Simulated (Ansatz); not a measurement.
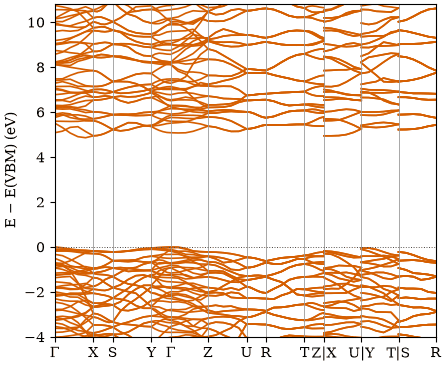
Fig. 1. Band structure from r²SCAN (plane waves, PAW; program Ansatz)

The gap is 4.83 eV; an edge lies off the plotted path or next to a special point (maximum at Γ, minimum off the standard path).

Problem. Which of these materials gives this?
A. TiO2, Pbcn (Ti on 4c, O on 8d)
B. SiO2, Pbcn (Si on 4c, O on 8d)
C. HfO2, Pbca (Hf on 8c, O on 8c, O on 8c)
D. Ti2Bi2O7, Pna2_1 (Pearson symbol oP44)

Solution. C, HfO2, Pbca (Hf on 8c, O on 8c, O on 8c)

The first step of the workflow began from a Materials Project structure, measured or hypothetical; the Crystallography Open Database files this formula in space group No. 61, but the cells were not matched. It is not the phase usual at ambient conditions (space group No. 14, 29). The r²SCAN relaxation kept the symmetry of its start; its stability against distortions is not shown here. No spin polarisation was allowed. Spin–orbit coupling is left out wherever it is not named.

Potentials: the earlier of the program's two PAW sets.
